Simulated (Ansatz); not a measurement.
PtTe2: response to strain

Take PtTe₂ (space group P-3m1, No. 164; layered; relaxed with 0.1 eV smearing) as the base.

```yaml
crystal:
  lattice:
    - [4.05264, 0.00000, 0.00000]
    - [-2.02632, 3.50969, 0.00000]
    - [0.00000, 0.00000, 5.09697]
  atoms:
    - { symbol: Te, position: [0.66667, 0.33333, 0.73308] }
    - { symbol: Te, position: [0.33333, 0.66667, 0.26692] }
    - { symbol: Pt, position: [0.00000, 0.00000, 0.00000] }
```

Cartesian axes are those of the cell as printed.

Strains are applied to the cell and any free atomic positions relax; under biaxial strain the out-of-plane vector relaxes too.

The values are results of PBE-D3(BJ) (Ansatz, a program for electronic structure; PAW; 420 eV plane waves; no spin-orbit coupling), not measurements.

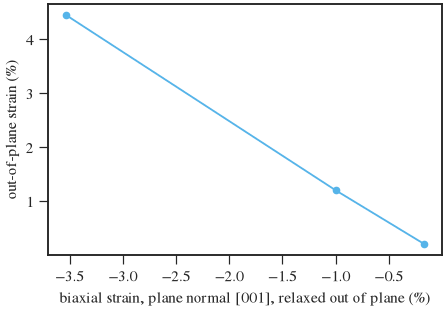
Out-of-plane strain against biaxial strain, plane normal [001], relaxed out of plane

| biaxial strain, plane normal [001], relaxed out of plane (%) | out-of-plane strain |
|---|---|
| -3.53 | +4.45 % |
| -1 | +1.20 % |
| -0.17 | +0.21 % |

No phonon test of stability was made. All final runs are without spin polarisation.
